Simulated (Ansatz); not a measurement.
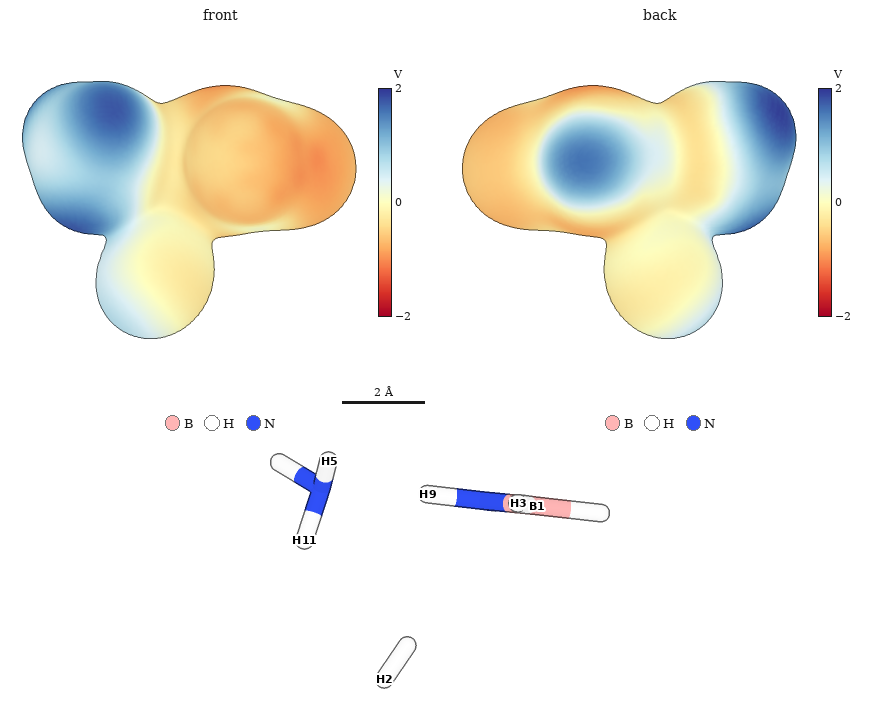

BH4N···H2···NH3. The electrostatic potential painted on the density surface at 0.002 e/bohr³, seen from the front and from behind; red is negative and blue positive. The bare structure is drawn below in the same view.

The product side of a reaction path; geometry: PBE0-D4/def2-TZVP.

Level of theory: RKS PBE0-D4/def2-TZVPP (Ansatz 0.2.0).

The calculation's input:

```
crystal:
  periodic: [false, false, false]
  atoms:
    - {symbol: B, position_ang: [-2.038100, 0.309050, -0.003220]}
    - {symbol: H, position_ang: [0.887293, -1.795752, -2.048368]}
    - {symbol: H, position_ang: [-1.695713, 1.205990, -0.724020]}
    - {symbol: H, position_ang: [-3.182183, -0.047635, 0.045445]}
    - {symbol: H, position_ang: [1.638682, 1.672559, 0.177762]}
    - {symbol: N, position_ang: [-1.086971, -0.318873, 0.777627]}
    - {symbol: H, position_ang: [0.434897, -1.512083, -1.525251]}
    - {symbol: N, position_ang: [1.790341, 0.699050, 0.413579]}
    - {symbol: H, position_ang: [-0.104597, -0.052239, 0.777441]}
    - {symbol: H, position_ang: [-1.314511, -1.074273, 1.402046]}
    - {symbol: H, position_ang: [2.156861, 0.244628, -0.414213]}
    - {symbol: H, position_ang: [2.514001, 0.669678, 1.121172]}
basis:
  gaussian: {orbitals: def2-TZVPP}
hamiltonian: {xc: pbe0, dispersion: d4}
output: {orbitals: {seedname: orbitals}}
```

Run with:

```sh
ansatz run in.yaml --threads 4 --pin off --events-out ev --progress --plain --max-ram 9574MiB
```

### Which sites attract a positive test charge, and which a negative one?

A positive charge is drawn to the negative regions and a negative charge to the positive ones. The most negative region (about −0.9 V, or −21 kcal/mol for a unit charge) lies over N6, the most positive (about +1.9 V, or +44 kcal/mol for a unit charge) over H12.
